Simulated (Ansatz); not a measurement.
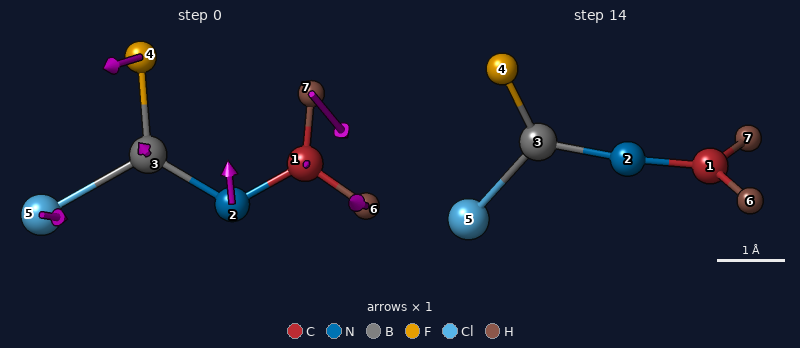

The structure of CH$_{2}$BClFN (coarse preliminary run) before (left) and after (right) a relaxation, at one scale. The purple arrows give the displacements, at their true length.

The picture is a ball-and-stick view, seen face on.

The start comes from a force field.

All numbers below come from Ansatz 0.2.0, RKS PBE-D4/def2-SVP. (force threshold 0.03 eV/Å; at most 200 steps)

### Describe what moved and what it gained.

H7 moves most after the best rigid fit: 1.34 Å. By element the largest moves are H 1.34 Å, F 0.90 Å, N 0.70 Å, Cl 0.60 Å, B 0.28 Å, C 0.10 Å. Among the contacts that change: B3–F4 1.478 → 1.341 Å, N2–B3 1.481 → 1.383 Å, B3–Cl5 1.868 → 1.777 Å, C1–H7 1.065 → 1.117 Å. Among the angles between lasting bonds that change: C1–N2–B3 120.6° → 168.4°, N2–C1–H6 116.5° → 121.6°, F4–B3–Cl5 114.9° → 119.0°. Over 13 accepted moves (14 points after the start) the energy falls by 0.953 eV. Largest force component: 3.6 eV/Å at the start, 0.019 eV/Å at the end. The line search rejected the trial step at point 13 of the run.
